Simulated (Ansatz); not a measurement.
## Electronic structure of Cl2H2Si···SiH4 in real space

```xyz
10

Si   -0.9693    1.6345   -0.8030
Si    1.0215   -1.5318    0.8781
Cl   -0.0694    0.8323   -2.4482
Cl   -2.7376    0.6877   -0.4341
H    -1.2467    3.0590   -1.0691
H     0.7974   -0.9151    2.2106
H    -0.0812    1.4385    0.3597
H     2.0073   -0.7206    0.1201
H    -0.2624   -1.5726    0.1338
H     1.5406   -2.9118    1.0519
```

The product side of a reaction path; geometry: PBE0-D4/def2-TZVP.

The calculation used RKS PBE0-D4/def2-TZVPP in Ansatz.

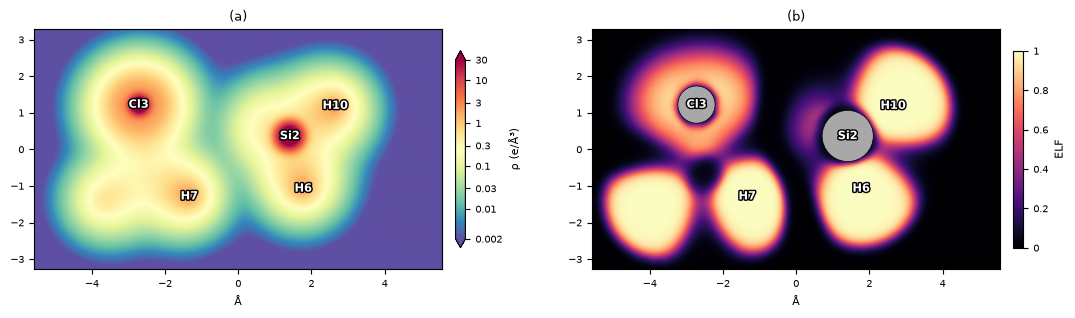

Figure 1. (a) electron density; (b) ELF on the plane of atoms H6, Si2 and H10. Grey discs cover the atomic cores in the ELF map.

Interpret the plot.

- The section cuts through Si, Cl and H sites.
- Si–H (1.49 Å): ρ at the midpoint is about 0.8 e/Å³; the ELF climbs to about 1 towards the hydrogen, as it does in any bond to H.
- The ELF also peaks beside Cl3, away from the bonds: lone-pair regions.

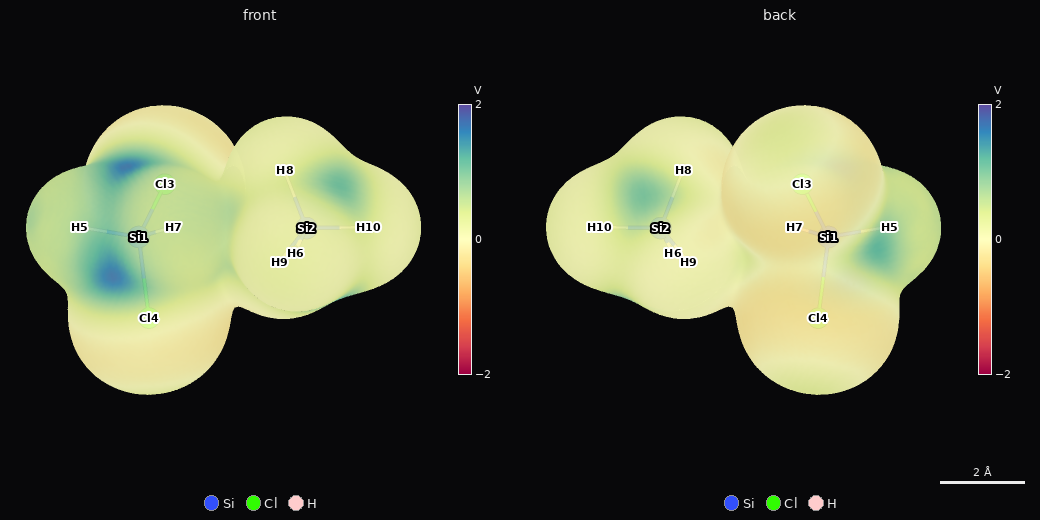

Figure 2. The electrostatic potential painted on the density surface at 0.002 e/bohr³, seen from the front and from behind; the colour scale runs from red (negative) to blue (positive).

Which sites attract a positive test charge, and which a negative one?

A positive charge is drawn to the negative regions and a negative charge to the positive ones. The most negative region (about −0.3 V) lies over Cl3 and Cl4, the most positive (about +1.6 V) over Si1. Cl3 shows a σ-hole: about +0.3 V at the tip opposite its bond, against about −0.2 V on its flanks. Cl4 shows a σ-hole: about +0.3 V at the tip opposite its bond, against about −0.2 V on its flanks.

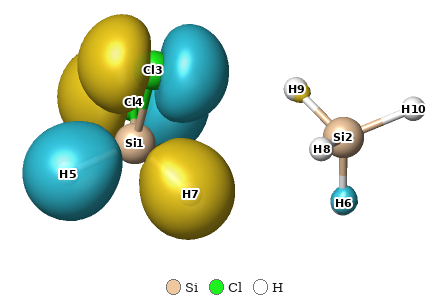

Figure 3. The HOMO at ±0.1 Å⁻³ᐟ² (yellow and cyan are the two phases), seen from one side.

Describe this orbital and give its energy.

It lies mainly on Cl4 (about 30 %), Cl3 (about 30 %), Si1 (about 15 %), H5 (about 10 %) and H7 (about 10 %). Its energy is −9.09 eV.
